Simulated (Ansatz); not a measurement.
# BH2Cl− (SMILES [BH2-]Cl) at U-wB97M-V/STO-3G

What is the vertical doublet–quartet gap of BH2Cl− at U-wB97M-V/STO-3G? 

Program for the calculation: Ansatz 0.2.0.

## 1. The structure to begin with

BH2Cl−: 4 atoms, total charge -1, spin state doublet. As SMILES, `[BH2-]Cl`. Geometry: relaxed at GFN2-xTB.

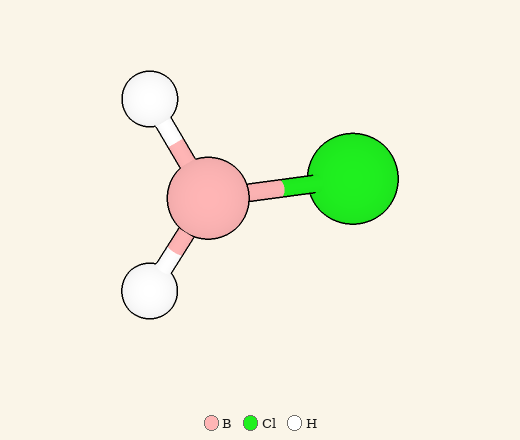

The structure, seen from a chosen angle (boron pink, chlorine green, hydrogen white).

## 2. A single-point energy at U-wB97M-V/STO-3G

Input file molecule.yaml:

```yaml
crystal:
  periodic: [false, false, false]
  atoms:
    - {symbol: B, position_ang: [-0.072740, -0.194320, -0.337270]}
    - {symbol: Cl, position_ang: [1.390160, 0.062360, 0.884750]}
    - {symbol: H, position_ang: [-0.963970, -0.752550, 0.264630]}
    - {symbol: H, position_ang: [-0.353460, 0.884500, -0.812110]}
basis:
  gaussian:
    orbitals: STO-3G
total_charge: -1
magnetization:
  spin_polarized: true
  initial_magnetization: 1
hamiltonian:
  xc: {name: wB97M-V}
accuracy: high
```

Command:

```console
$ ansatz run molecule.yaml --threads 1 --pin off --max-ram 2610MiB --events-out events.jsonl --progress --plain --runs-dir runs
```

Output:

```text
Warning: RAYON_NUM_THREADS=1 ignored (pool sized by the plan → 1); use --threads N
Functional definition: wB97M-V
  name "wB97M-V"
  parameter omega = 0.3/bohr
  parameter cx = 0.15
  parameter cx01 = 1.007
  parameter cx10 = 0.259
  parameter css00 = 0.443
  parameter css04 = -1.437
  parameter css10 = -4.535
  parameter css20 = -3.390
  parameter css43 = 4.278
  parameter cos00 = 1.000
  parameter cos10 = 1.358
  parameter cos20 = 2.924
  parameter cos21 = -8.812
  parameter cos60 = -1.390
  parameter cos61 = 9.142
  parameter b = 6.0
  parameter c = 0.01
  gx(w, u) = 1 - cx + cx01*u + cx10*w
  gss(w, u) = css00 + css04*u^4 + css10*w + css20*w^2 + css43*w^4*u^3
  gos(w, u) = cos00 + cos10*w + (cos20 + cos21*u)*w^2 + (cos60 + cos61*u)*w^6
  exchange = spin_sum(e_x_unif_sr(omega)*gx(b97_w, b97_u_x)) + cx*exact_x_sr(omega) + exact_x_lr(omega)
  correlation = spin_sum(e_c_pw_mod_same_spin*gss(b97_w, b97_u_same))
      + integral(e_c_pw_mod_opposite_spin*gos(b97_w_opposite, b97_u_opposite)) + vv10(b, c)
259 factors; integrals over basis functions are off by at most 1.9e-8 eV
125 factors; integrals over basis functions are off by at most 1.1e-9 eV
mean field evaluation 1: about -13083.6825 eV, gradient 6.8e0 eV
mean field evaluation 2: about -13084.2268 eV, gradient 2.2e0 eV
mean field evaluation 4: about -13084.2922 eV, gradient 1.3e-1 eV
mean field evaluation 8: about -13084.2686 eV, gradient 3.8e-3 eV
mean field evaluation 16: about -13084.2686 eV, gradient 1.1e-7 eV
mean field -13084.26855380 eV, -480.8380005163 hartree, gradient 1.3e-8 eV, S^2 0.751797; 0 other end points of the search recorded, 0 dependent functions left out
reference -13084.26855582 eV, -480.8380005906 hartree; 13, 12 occupied and 3, 4 virtual orbitals, 259 factors
Total energy: -13084.26855582 eV, -480.8380005906 hartree
```

Wall time 15 s (1 thread of Arm Neoverse V1, shared host); peak memory 0.4 GiB.

## 3. The quartet, same level

Input file in.yaml:

```yaml
crystal:
  periodic: [false, false, false]
  atoms:
    - {symbol: B, position_ang: [-0.072740, -0.194320, -0.337270]}
    - {symbol: Cl, position_ang: [1.390160, 0.062360, 0.884750]}
    - {symbol: H, position_ang: [-0.963970, -0.752550, 0.264630]}
    - {symbol: H, position_ang: [-0.353460, 0.884500, -0.812110]}
basis:
  gaussian:
    orbitals: STO-3G
total_charge: -1
magnetization:
  spin_polarized: true
  initial_magnetization: 3
hamiltonian:
  xc: {name: wB97M-V}
accuracy: high
```

Command:

```console
$ ansatz run in.yaml --threads 1 --pin off --max-ram 2610MiB --events-out events.jsonl --progress --plain --runs-dir runs
```

Output, cut to the lines that bear on the results:

```text
Warning: RAYON_NUM_THREADS=1 ignored (pool sized by the plan → 1); use --threads N
[... 2 set-up lines as earlier in the session ...]
[...]
  gx(w, u) = 1 - cx + cx01*u + cx10*w
  gss(w, u) = css00 + css04*u^4 + css10*w + css20*w^2 + css43*w^4*u^3
  gos(w, u) = cos00 + cos10*w + (cos20 + cos21*u)*w^2 + (cos60 + cos61*u)*w^6
[...]
      + integral(e_c_pw_mod_opposite_spin*gos(b97_w_opposite, b97_u_opposite)) + vv10(b, c)
259 factors; integrals over basis functions are off by at most 1.9e-8 eV
125 factors; integrals over basis functions are off by at most 1.1e-9 eV
[...]
mean field -13072.55436344 eV, -480.4075119607 hartree, gradient 2.9e-8 eV, S^2 3.750054; 4 other end points of the search recorded, 0 dependent functions left out
reference -13072.55436546 eV, -480.4075120350 hartree; 14, 11 occupied and 2, 5 virtual orbitals, 259 factors
Total energy: -13072.55436546 eV, -480.4075120350 hartree
```

It took 19 s on 1 thread of Arm Neoverse V1, shared host; peak memory 0.4 GiB.

## 4. What came out

At U-wB97M-V/STO-3G:

| quantity | value |
| --- | --- |
| doublet: total energy | -480.83800 Eh |
| doublet: ⟨S²⟩ | 0.752 |
| quartet: total energy | -480.40751 Eh |
| quartet: ⟨S²⟩ | 3.750 |
| vertical energy of the quartet above the doublet | 11.714 eV |

What this shows: At this shape the quartet lies 11.71 eV (1130 kJ/mol) above the doublet. For an anion a state so high probably lies above electron detachment. In a minimal basis such a difference can be off by several eV, whatever the method.
